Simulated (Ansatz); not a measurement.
Run report: Si4H10, energy and gradient calculation

- system: Si4H10
- method: HF/def2-SVP, RHF (Ansatz 0.2.0)

The geometry comes from this level: PBE0-D4/def2-TZVP. Figures and captions count atoms from 1; the log counts them from 0 in places.

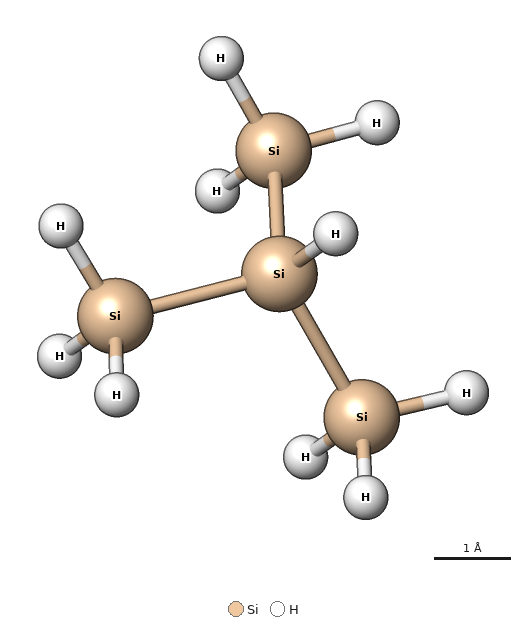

Fig. 1: The input geometry (ball-and-stick view, seen at a tilt).

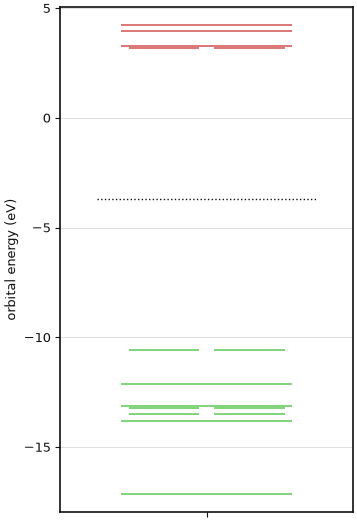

Fig. 2: Orbital energies near the frontier; the dotted line parts filled from empty levels, and levels within 0.02 eV of each other stand side by side. Highest filled −10.57 eV, lowest empty 3.19 eV, 13.76 eV apart.

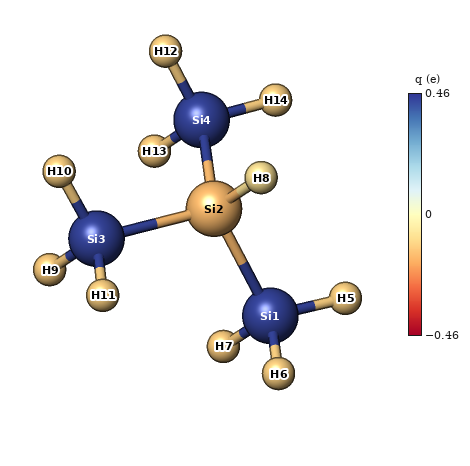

Fig. 3: Mulliken charges, as the colour of each atom (ball-and-stick view, seen at a tilt; atoms are numbered from 1 in the order of the input; Mulliken charges depend strongly on the basis). By element: Si −0.16 to +0.44 and H −0.12 to −0.08 e.

The input and output of the run follow.

The input:
```yaml
crystal:
  periodic: [false, false, false]
  atoms:
    - {symbol: Si, position_ang: [-1.586600, 0.449770, -1.468220]}
    - {symbol: Si, position_ang: [-0.437700, -0.033320, 0.509060]}
    - {symbol: Si, position_ang: [1.124000, 1.651140, 0.941090]}
    - {symbol: Si, position_ang: [0.660040, -2.085920, 0.297480]}
    - {symbol: H, position_ang: [-2.588800, -0.607930, -1.768740]}
    - {symbol: H, position_ang: [-2.287510, 1.758070, -1.365710]}
    - {symbol: H, position_ang: [-0.615640, 0.517850, -2.593590]}
    - {symbol: H, position_ang: [-1.409520, -0.107160, 1.639330]}
    - {symbol: H, position_ang: [2.091010, 1.722300, -0.187470]}
    - {symbol: H, position_ang: [1.875310, 1.366450, 2.193260]}
    - {symbol: H, position_ang: [0.452630, 2.971990, 1.075490]}
    - {symbol: H, position_ang: [1.404530, -2.417500, 1.542160]}
    - {symbol: H, position_ang: [1.628750, -2.008150, -0.829180]}
    - {symbol: H, position_ang: [-0.310500, -3.177580, 0.015050]}
basis:
  gaussian:
    orbitals: def2-SVP
hamiltonian:
  xc: hf
accuracy: high
output:
  forces: true
  orbitals: {seedname: orbitals}
```

Command:
```bash
ansatz run molecule.yaml --threads 1 --pin off --max-ram 3480MiB --events-out events.jsonl --progress --plain --runs-dir runs
```

What the program printed:
```
Functional definition: HF
  name "HF"
  exchange = exact_x
  correlation = 0
2670 factors; integrals over basis functions are off by at most 7.3e-9 eV
mean field evaluation 1: about -31595.2356 eV, gradient 1.7e1 eV
mean field evaluation 2: about -31595.2415 eV, gradient 1.7e1 eV
mean field evaluation 4: about -31597.1197 eV, gradient 1.1e0 eV
mean field evaluation 8: about -31597.1258 eV, gradient 4.7e-4 eV
mean field -31597.12575084 eV, -1161.1729540424 hartree, gradient 6.8e-9 eV, S^2 0.000000; 0 other end points of the search recorded, 0 dependent functions left out
the calculation of the forces begins
reference -31597.12575084 eV, -1161.1729540424 hartree; 33, 33 occupied and 89, 89 virtual orbitals, 2670 factors
Total energy: -31597.12575084 eV, -1161.1729540424 hartree
Atom 0 at    -1.586600     0.449770    -1.468220 Å, force    -0.285671     0.106808    -0.414190 eV/Å
Atom 1 at    -0.437700    -0.033320     0.509060 Å, force    -0.295733    -0.022552     0.343699 eV/Å
Atom 2 at     1.124000     1.651140     0.941090 Å, force     0.324903     0.377371     0.128578 eV/Å
Atom 3 at     0.660040    -2.085920     0.297480 Å, force     0.220417    -0.464349    -0.016050 eV/Å
Atom 4 at    -2.588800    -0.607930    -1.768740 Å, force     0.053471     0.054009     0.011563 eV/Å
Atom 5 at    -2.287510     1.758070    -1.365710 Å, force     0.037739    -0.066086    -0.008940 eV/Å
Atom 6 at    -0.615640     0.517850    -2.593590 Å, force    -0.046950    -0.001129     0.042876 eV/Å
Atom 7 at    -1.409520    -0.107160     1.639330 Å, force     0.048032     0.003619    -0.055943 eV/Å
Atom 8 at     2.091010     1.722300    -0.187470 Å, force    -0.037089     0.002870     0.051274 eV/Å
Atom 9 at     1.875310     1.366450     2.193260 Å, force    -0.035022     0.015118    -0.066645 eV/Å
Atom 10 at     0.452630     2.971990     1.075490 Å, force     0.037293    -0.066455    -0.009841 eV/Å
Atom 11 at     1.404530    -2.417500     1.542160 Å, force    -0.034736     0.016384    -0.066446 eV/Å
Atom 12 at     1.628750    -2.008150    -0.829180 Å, force    -0.038814    -0.010739     0.048903 eV/Å
Atom 13 at    -0.310500    -3.177580     0.015050 Å, force     0.052162     0.055133     0.011163 eV/Å
Dipole moment:    -0.023570    -0.001799     0.027415 e Å
```

Summary:

```csv
quantity,value
outcome,converged
total energy,−1161.172954 hartree
basis functions,122
largest force,0.514 eV/Å
SCF solution under orbital rotations,stable
HOMO,−10.57 eV
LUMO,3.19 eV
dipole moment,0.17 D
hardware,"1 thread of Arm Neoverse V2, 24 GiB of memory available, shared host"
wall time,9.6 s
peak memory,0.46 GiB
```
